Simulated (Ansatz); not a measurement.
# BNH3 (SMILES B[NH]): UB2PLYP/def2-TZVPP

What is the vertical doublet–quartet gap of BNH3 at UB2PLYP/def2-TZVPP? 

The results are computed with Ansatz 0.2.0.

45 further runs of the same task are left out: 45 set aside as unsound or not needed.

## 1. Starting point

The species is BNH3 (5 atoms), meant as a doublet with charge 0. As SMILES, `B[NH]`. The coordinates come from a PBE0-D4/def2-TZVP relaxation.

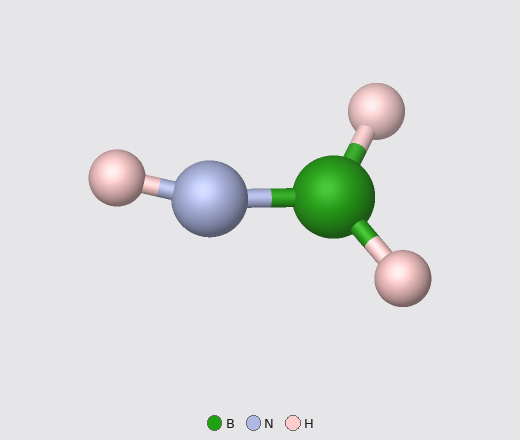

Viewed from a chosen angle; boron green, nitrogen light blue, hydrogen pink.

## 2. A single-point energy at UB2PLYP/def2-TZVPP

Contents of input.yaml:

```yaml
crystal:
  periodic: [false, false, false]
  atoms:
    - {symbol: B, position_ang: [-0.310800, -0.370100, -0.091600]}
    - {symbol: "N", position_ang: [0.531200, 0.655200, -0.019800]}
    - {symbol: H, position_ang: [-0.414800, -1.107400, 0.862500]}
    - {symbol: H, position_ang: [-0.964100, -0.573100, -1.081900]}
    - {symbol: H, position_ang: [1.208400, 1.321700, 0.289300]}
basis:
  gaussian:
    orbitals: def2-TZVPP
magnetization:
  spin_polarized: true
  initial_magnetization: 1
hamiltonian:
  xc: {name: B2PLYP}
correlation:
  frozen_orbitals: {B: 1, H: 0, "N": 1}
accuracy: high
output:
  orbitals: {seedname: orbitals}
```

On the command line:

```
$ ansatz run input.yaml --threads 1 --pin off --max-ram 3480MiB --events-out events.jsonl --progress --plain --runs-dir runs
```

What it wrote:

```text
Warning: RAYON_NUM_THREADS=1 ignored (pool sized by the plan → 1); use --threads N
Functional definition: B2PLYP
  name "B2PLYP"
  parameter a = 0.53
  parameter c = 0.27
  exchange = (1 - a)*b88_x + a*exact_x
  correlation = (1 - c)*lyp_c + c*(mp2_os + mp2_ss)
1698 factors; integrals over basis functions are off by at most 3.1e-9 eV
mean field evaluation 1: about -2205.9704 eV, gradient 2.9e1 eV
mean field evaluation 2: about -2205.9715 eV, gradient 2.9e1 eV
mean field evaluation 4: about -2209.7954 eV, gradient 3.3e0 eV
mean field evaluation 8: about -2209.9369 eV, gradient 1.3e-1 eV
mean field evaluation 16: about -2209.9373 eV, gradient 1.4e-4 eV
mean field -2209.93732387 eV, -81.2136987029 hartree, gradient 3.9e-8 eV, S^2 0.762700; 0 other end points of the search recorded, 0 dependent functions left out
2 core orbitals not correlated: weight in the atoms' cores, before any rotation towards them, 1.000 or more for the frozen orbitals, at most 0.000 for the correlated occupied ones
reference -2209.93734529 eV, -81.2136994901 hartree; 6, 5 occupied and 96, 97 virtual orbitals, 1698 factors
second order -9.51504222 eV of doubles, -0.00000000 eV of singles
Total energy: -2212.50640669 eV, -81.3081107551 hartree
```

Wall time 7.2 s (1 thread of Arm Neoverse V1, shared host); peak memory 0.27 GiB.

## 3. The quartet at the same level

Contents of molecule.yaml:

```yaml
crystal:
  periodic: [false, false, false]
  atoms:
    - symbol: B
      position_ang: [-0.310800, -0.370100, -0.091600]
    - symbol: "N"
      position_ang: [0.531200, 0.655200, -0.019800]
    - symbol: H
      position_ang: [-0.414800, -1.107400, 0.862500]
    - symbol: H
      position_ang: [-0.964100, -0.573100, -1.081900]
    - symbol: H
      position_ang: [1.208400, 1.321700, 0.289300]
basis:
  gaussian: {orbitals: def2-TZVPP}
magnetization: {spin_polarized: true, initial_magnetization: 3}
hamiltonian: {xc: {name: B2PLYP}}
correlation: {frozen_orbitals: {B: 1, H: 0, "N": 1}}
accuracy: high
output: {orbitals: {seedname: orbitals}}
```

On the command line:

```
$ ansatz run molecule.yaml --threads 1 --pin off --max-ram 3480MiB --events-out events.jsonl --progress --plain --runs-dir runs
```

What it wrote, cut to the lines that bear on the results:

```text
Warning: RAYON_NUM_THREADS=1 ignored (pool sized by the plan → 1); use --threads N
[... 2 set-up lines as earlier in the session ...]
[...]
1698 factors; integrals over basis functions are off by at most 3.1e-9 eV
[...]
mean field -2204.24464387 eV, -81.0044965715 hartree, gradient 2.2e-8 eV, S^2 3.768481; 0 other end points of the search recorded, 0 dependent functions left out
2 core orbitals not correlated: weight in the atoms' cores, before any rotation towards them, 1.000 or more for the frozen orbitals, at most 0.000 for the correlated occupied ones
reference -2204.24466487 eV, -81.0044973434 hartree; 7, 4 occupied and 95, 98 virtual orbitals, 1698 factors
second order -8.59121961 eV of doubles, -0.00000000 eV of singles
Total energy: -2206.56429417 eV, -81.0897421477 hartree
```

It took 7.5 s on 1 thread of Arm Neoverse V1, shared host; peak memory 0.27 GiB.

## 4. What came out

At UB2PLYP/def2-TZVPP, 2 core orbitals frozen:

| quantity | value |
| --- | --- |
| doublet: total energy | -81.30811 Eh |
| doublet: HOMO energy (SCF part's orbitals) (highest over α and β) | -9.32 eV |
| doublet: LUMO energy (SCF part's orbitals) (lowest over α and β) | -1.21 eV |
| doublet: ⟨S²⟩ | 0.763 |
| quartet: total energy | -81.08974 Eh |
| quartet: HOMO energy (SCF part's orbitals) (highest over α and β) | -3.70 eV |
| quartet: LUMO energy (SCF part's orbitals) (lowest over α and β) | -3.65 eV |
| quartet: ⟨S²⟩ | 3.768 |
| vertical energy of the quartet above the doublet | 5.942 eV |

**Reading.** At this shape the quartet lies 5.94 eV (573 kJ/mol) above the doublet.
